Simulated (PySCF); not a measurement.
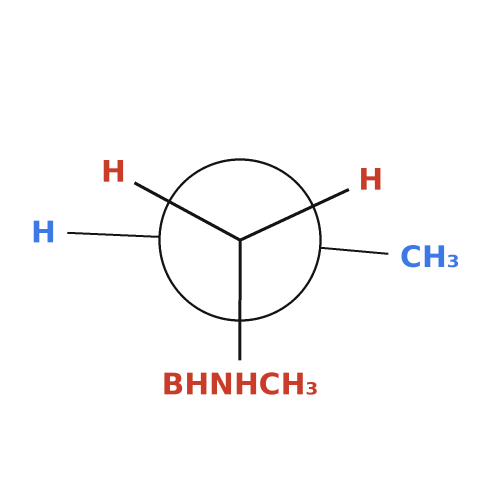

A Newman projection along the C–B bond, carbon in front; angles are drawn as computed, but eclipsed bonds slightly apart. The computed structure is the end point of a PBE0-D3(BJ)/def2-SVP optimisation. No frequency run is at hand to confirm it as a minimum.

Which molecule is it?

Answer. C3H11B2N, CBCBNC

What is the torsion angle from the front BHNHCH3 to the back CH3? The sign is positive where the front bond must turn clockwise to cover the back bond.

Answer. −85°, about perpendicular.
